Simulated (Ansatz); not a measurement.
Band structure of La5CuBi3 (P6_3/mcm, 18 atoms in the cell).

```yaml
crystal:
  lattice:
    - [9.82389, 0.00000, 0.00000]
    - [-4.91195, 8.50774, 0.00000]
    - [0.00000, 0.00000, 6.71671]
  atoms:
    - { symbol: La, position: [0.33333, 0.66667, 0.50000] }
    - { symbol: La, position: [0.66667, 0.33333, 0.50000] }
    - { symbol: La, position: [0.66667, 0.33333, 0.00000] }
    - { symbol: La, position: [0.33333, 0.66667, 0.00000] }
    - { symbol: La, position: [0.74064, 0.00000, 0.25000] }
    - { symbol: La, position: [0.25936, 0.00000, 0.75000] }
    - { symbol: La, position: [0.74064, 0.74064, 0.75000] }
    - { symbol: La, position: [0.25936, 0.25936, 0.25000] }
    - { symbol: La, position: [0.00000, 0.74064, 0.25000] }
    - { symbol: La, position: [0.00000, 0.25936, 0.75000] }
    - { symbol: Cu, position: [0.00000, 0.00000, 0.50000] }
    - { symbol: Cu, position: [0.00000, 0.00000, 0.00000] }
    - { symbol: Bi, position: [0.38454, 0.00000, 0.25000] }
    - { symbol: Bi, position: [0.61546, 0.00000, 0.75000] }
    - { symbol: Bi, position: [0.38454, 0.38454, 0.75000] }
    - { symbol: Bi, position: [0.61546, 0.61546, 0.25000] }
    - { symbol: Bi, position: [0.00000, 0.38454, 0.25000] }
    - { symbol: Bi, position: [0.00000, 0.61546, 0.75000] }
```

Computed with PBEsol, default PAW files made with PBE (plane waves; Ansatz, a program for electronic structure).

Settings: basis.ecutwfc = 420 eV; kpoints.mp_grid.grid = 4 4 5; hamiltonian.xc = pbesol; hamiltonian.pseudopotentials = {kind: paw} (the program's default PAW files); scf.occupations.method = fermi_dirac; scf.occupations.width = 0.136 eV; kpoints.band_path.npoints = 6.

The starting cell comes from a database of computed structures (which also holds hypothetical and non-ambient phases and stackings), without a prior relaxation at this level. Spin-orbit coupling is off. Spin polarisation is off.

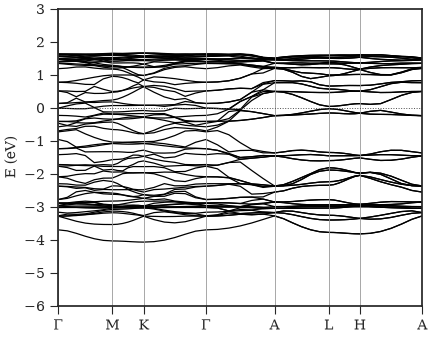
Figure. Bands along the path, energies from the Fermi level.

Levels in eV from the Fermi level, bands 117 to 124:
```
point    117    118    119    120    121    122   123   124
-----  -----  -----  -----  -----  -----  -----  ----  ----
Γ      -0.47  -0.41  -0.41  -0.23  -0.01  -0.01  0.13  0.13
M      -0.36  -0.35  -0.20  -0.19  -0.13   0.07  0.18  0.24
K      -0.29  -0.29  -0.27  -0.17  -0.08   0.08  0.08  0.64
A      -0.24  -0.24   0.50   0.50   0.50   0.50  0.76  0.76
L      -0.03  -0.03   0.04   0.04   0.46   0.46  0.57  0.57
H      -0.17  -0.17   0.13   0.13   0.50   0.50  0.50  0.50
```

Bands cross the Fermi level along this path, so the cell is metallic at this level.

Keys are those of Ansatz 0.2.
